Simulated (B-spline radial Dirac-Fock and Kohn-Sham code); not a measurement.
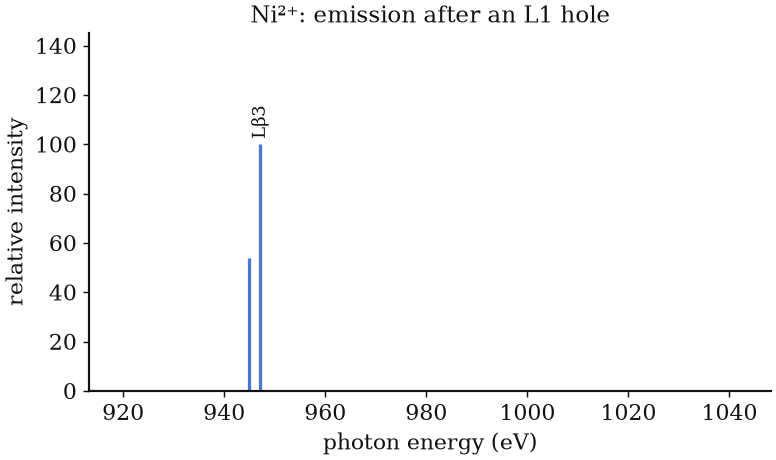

Figure. X-ray emission lines that fill an L1 (2s) hole, as sticks. Lines at much lower energy are not shown. Multiplet splitting by the open shell is left out. System: nickel in charge state +2 (Ni²⁺) in the configuration [Ar] 3d7 4s1, which is not the ground configuration. The calculation used independent-particle rates on relativistic LDA orbitals of the hole state (multipoles to L = 3), energies from Dirac–Fock ΔSCF (a B-spline radial atomic code). Widths ruled by Coster–Kronig decay come out up to twice the measured ones in this model.

The strongest line is L1-M3 (Lβ3) at 947.1 eV with 63.0 % of the photons, then L1-M2 (Lβ4) at 944.9 eV (34 %), L1-M5 at 1.0167 keV (0.12 %), L1-M4 at 1.0164 keV (0.079 %). The hole has a width of 7.01 eV and a fluorescence yield of 6.18 × 10⁻⁴.
